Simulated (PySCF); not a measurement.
```xyz
18

C     1.7732   -1.2838    1.2415
C     1.5433   -0.5681    0.1931
C     0.1977    0.0452   -0.1487
C     0.3216    1.5717   -0.2005
C    -0.2844   -0.5023   -1.4961
N    -0.7350   -0.3393    0.9070
C    -2.0315   -0.0058    0.9548
O    -2.6355    0.6606    0.1497
H     2.5490   -1.8217    1.7293
H     2.3090   -0.3404   -0.5557
H     1.0167    1.8715   -0.9803
H     0.6769    1.9523    0.7548
H    -0.6539    2.0028   -0.4094
H    -1.2661   -0.0930   -1.7175
H    -0.3553   -1.5874   -1.4566
H     0.4042   -0.2219   -2.2888
H    -0.3183   -0.9086    1.6343
H    -2.5204   -0.4254    1.8573
```

Geometry: GFN2-xTB.

Theory: PySCF, UKS B3LYP, pcH-1 on C H N O, non-relativistic, mean-field spin-orbit, GIAO.

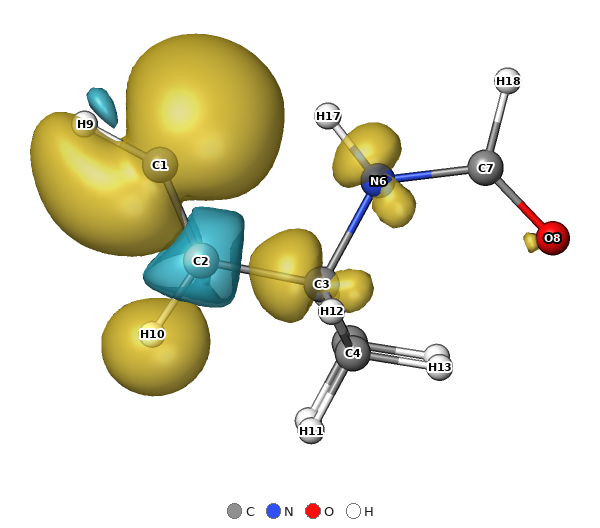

C6H10NO (SMILES [H]/[C]=C/C(C)(C)NC=O) (doublet). Isosurfaces of the spin density at +0.015 (yellow) and −0.015 e/Å³ (cyan), seen across its widest extent.

Where is the unpaired spin?

Answer. The unpaired spin (1 electron) lies mostly on C1 (about 0.8), in electrons by Hirshfeld's partition.
